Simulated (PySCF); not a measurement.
**C$_{5}$H$_{8}$F$_{2}$O, SMILES `CCO/C(=C\F)CF`: what the electrons do**

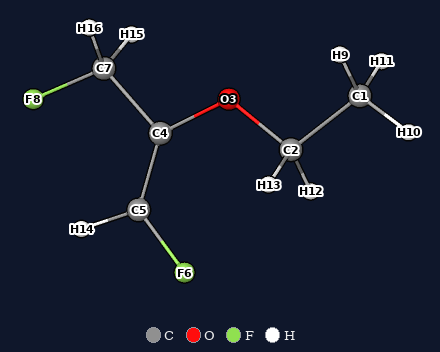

The molecule, with its atoms numbered as below. No frequency check shows the geometry to be a minimum.

Geometry (Å), atoms numbered from 1:

```
C1       3.0501    0.8215    0.0001
C2       1.8480   -0.1070    0.0001
O3       0.6803    0.7081   -0.0001
C4      -0.5344    0.1095   -0.0004
C5      -0.8601   -1.1792   -0.0000
F6       0.0244   -2.2040   -0.0001
C7      -1.6144    1.1651   -0.0001
F8      -2.8668    0.6218    0.0005
H9       3.0314    1.4556    0.8824
H10      3.9646    0.2362    0.0006
H11      3.0319    1.4547   -0.8823
H12      1.8562   -0.7467   -0.8893
H13      1.8558   -0.7458    0.8910
H14     -1.8801   -1.5234    0.0000
H15     -1.5272    1.7919   -0.8955
H16     -1.5276    1.7928    0.8929
```

### 1. Bonding charge

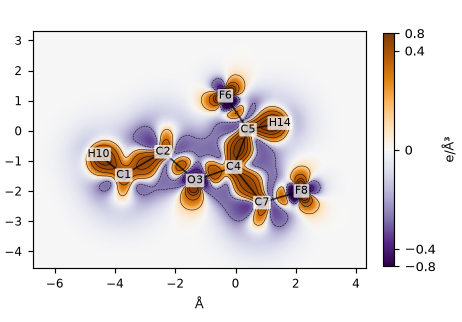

Deformation density (molecule less spherical, spin-averaged free atoms) in a plane through 10 of the atoms; colour scale in e/Å³, logarithmic beyond ±0.1; orange: gain, purple: loss.

Method: ωB97X/def2-SVP; geometry: GFN2-xTB; program: PySCF.

**How much density has each bond in this plane gained at its critical point, relative to the free atoms?**

C5–H14: +0.81 e/Å³ at the bond critical point (bond length 1.08 Å, Mayer order 1.0). C4–C5: +0.73 e/Å³ at the bond critical point (bond length 1.33 Å, Mayer order 1.8). C1–H10: +0.69 e/Å³ at the bond critical point (bond length 1.09 Å, Mayer order 1.0). C4–C7: +0.56 e/Å³ at the bond critical point (bond length 1.51 Å, Mayer order 1.0). C1–C2: +0.49 e/Å³ at the bond critical point (bond length 1.52 Å, Mayer order 1.1). O3–C4: +0.23 e/Å³ at the bond critical point (bond length 1.35 Å, Mayer order 1.1). C2–O3: +0.05 e/Å³ at the bond critical point (bond length 1.42 Å, Mayer order 0.9); up to 0.6 Å beside the axis the gain reaches +0.28 e/Å³. C5–F6: −0.03 e/Å³ at the bond critical point (bond length 1.35 Å, Mayer order 1.0); up to 0.6 Å beside the axis the gain reaches +0.21 e/Å³. C7–F8: −0.03 e/Å³ at the bond critical point (bond length 1.36 Å, Mayer order 1.0); up to 0.6 Å beside the axis the gain reaches +0.21 e/Å³. In all, 3.7 electrons gather in the regions of gain relative to the promolecule. A small or negative value marks a very polar bond, one between electron-rich atoms, whose free-atom densities already overlap strongly, a long bond to a heavier atom, or a closed-shell contact such as a hydrogen bond.

### 2. Bond critical points

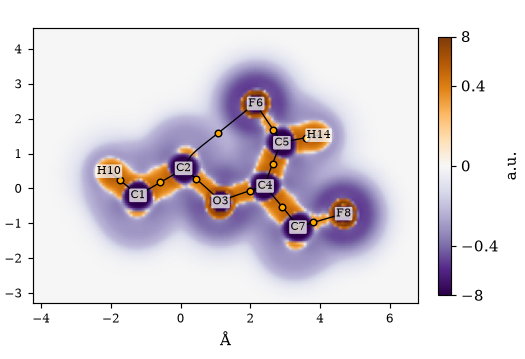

Negative Laplacian of the density (−∇²ρ) in a plane through 10 of the atoms (orange positive, purple negative, colour scale in a.u., logarithmic beyond ±0.04), with bond paths and bond critical points (dots).

**Sort the bonds in the plane by the sign of ∇²ρ at their critical points.**

Concentrated (∇²ρ < 0): C4–C5 (−0.90 a.u.); C5–H14 (−1.18 a.u.); O3–C4 (−0.34 a.u.); C1–H10 (−1.02 a.u.); C4–C7 (−0.66 a.u.); C1–C2 (−0.61 a.u.); C2–O3 (−0.31 a.u.). Depleted (∇²ρ > 0): C5–F6 (+0.17 a.u., H = −0.346); C7–F8 (+0.06 a.u., H = −0.344); C2–F6 (+0.06 a.u., H = +0.003). A positive Laplacian with clearly negative H marks a strongly polar covalent bond, whose critical point lies close to the core of the less electronegative atom.

**Where along C5–F6 does the critical point lie?**

0.45 Å from C5 and 0.90 Å from F6.

### 3. Electrostatic potential

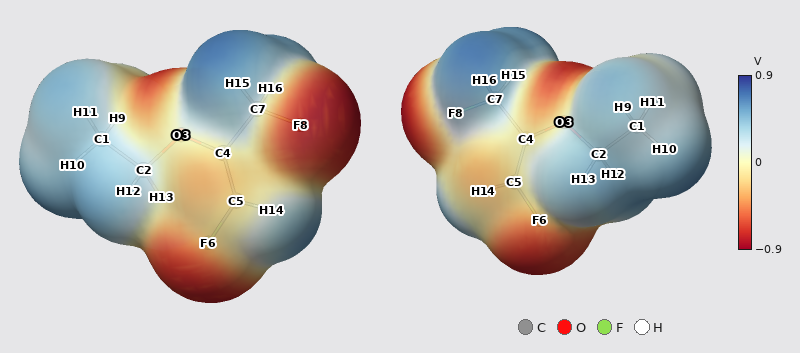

Electrostatic potential on the surface of electron density 0.001 a.u. (back view left, front view right).

**Where are the extremes of the potential on the surface?**

Highest: 0.68 V, 1.3 Å from H16, and at like points elsewhere. Further maxima include 0.59 V, 1.3 Å from H14; 0.57 V, near H12 (1.68 Å), H13 (1.79 Å), H10 (1.81 Å) and C2 (1.87 Å). Lowest: −0.83 V, 1.6 Å from F8. Further minima include −0.73 V, 1.8 Å from O3; −0.32 V, over C5, off the plane of its three bonds (2.1 Å), and at like points elsewhere. The surface is sampled at points, so like sites can differ by a few per cent and only the strongest of them is named.

**What volume does the surface enclose, and what is the dipole moment?**

About 143 Å³; the dipole moment is 1.7 D.

### 4. Excited states

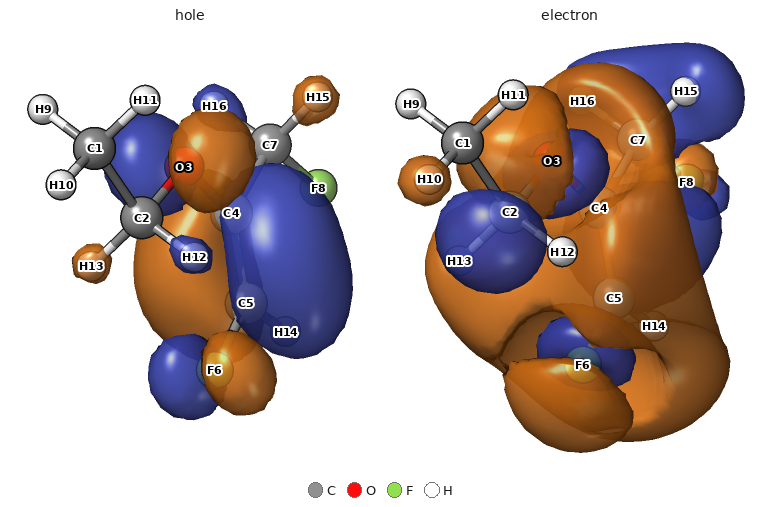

Leading natural transition orbital pair of T₂ (TDA triplet states); the surfaces enclose about 85 % of each orbital's density.

PySCF calculation, CAM-B3LYP/def2-SVP, gas phase; geometry: GFN2-xTB. Without diffuse functions Rydberg states are missing, so the states' numbers hold for this basis only.

**Where does the state lie, and where do hole and electron sit?**

6.34 eV (196 nm), spin-forbidden from the singlet ground state; the leading pair carries 99 %; hole on C5 (34 %), C4 (24 %) and O3 (18 %), electron on C5 (24 %), C4 (18 %) and F6 (14 %); their centroids lie 0.0 Å apart. In canonical orbitals it is mainly HOMO → LUMO+2 (44 %). The HOMO–LUMO gap is 10.10 eV.

### 5. Removing or adding an electron

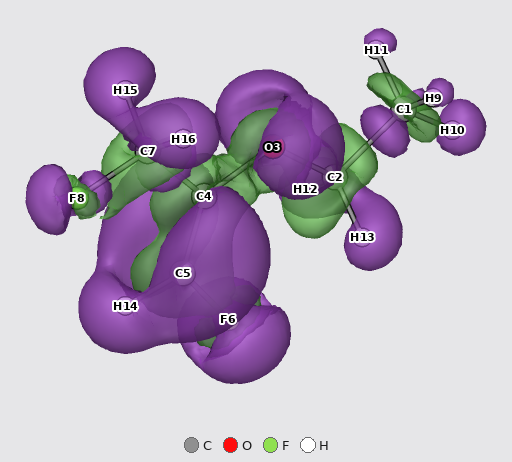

Fukui function f⁻ = ρ(N) − ρ(N−1) at fixed geometry, surfaces at ±0.015 e/Å³ (purple positive, green negative).

PySCF calculation, PBE0/6-31+G*, gas phase; geometry: GFN2-xTB.

**Which atoms respond most to the removal of an electron?**

f⁻ (Hirshfeld-condensed) is largest on C5 (0.21), O3 (0.15) and C4 (0.13); the vertical ionisation energy is 8.77 eV (the stability of the cation's solution wasn't checked). Condensed values hint at sites of electrophilic attack but needn't mark the atom that reacts. Orbital relaxation makes it negative in places (0.27 e in all).

### 6. Localised orbitals

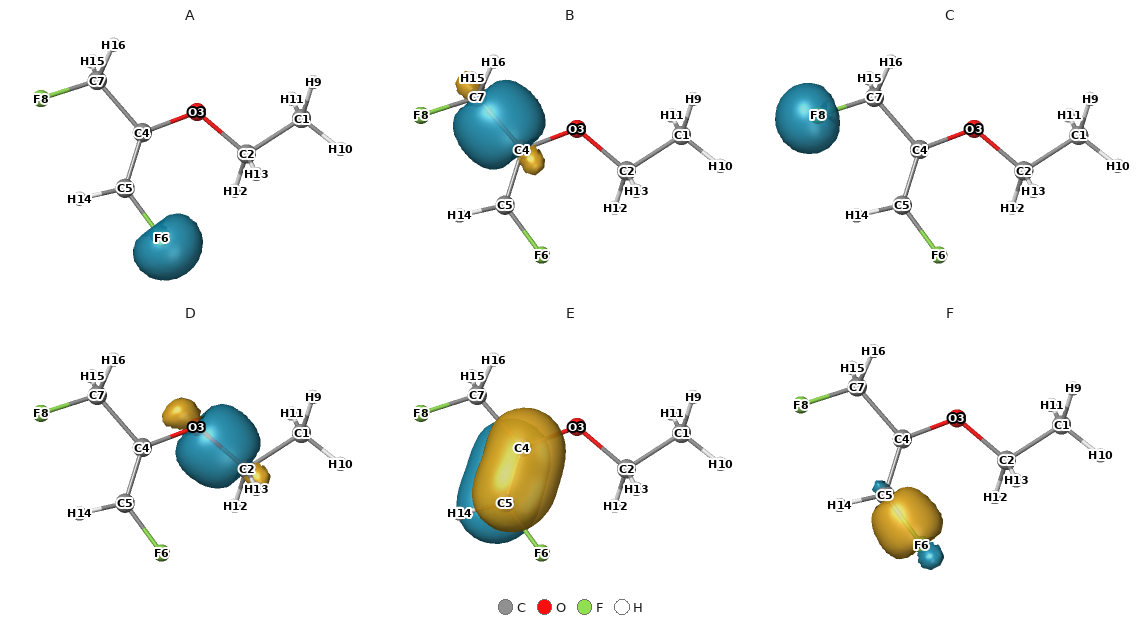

Pipek–Mezey orbitals, occupied; each surface holds about 85 % of the orbital's density. Energies are diagonal elements of the Fock matrix.

Method: PBE0/6-311+G**; geometry: GFN2-xTB; program: PySCF.

**Identify each orbital.**

By panel:
- A: lone pair on F6 (sp0.4-type) (F6 100 %; −25.3 eV)
- B: σ bond C4–C7 (C4 50 %, C7 49 %; −16.5 eV)
- C: lone pair on F8 (s-type) (F8 100 %; −25.4 eV)
- D: σ bond O3–C2 (O3 65 %, C2 34 %; −20.6 eV)
- E: π bond C5–C4 (C5 53 %, C4 46 %; −8.8 eV)
- F: σ bond F6–C5 (F6 69 %, C5 31 %; −24.5 eV)
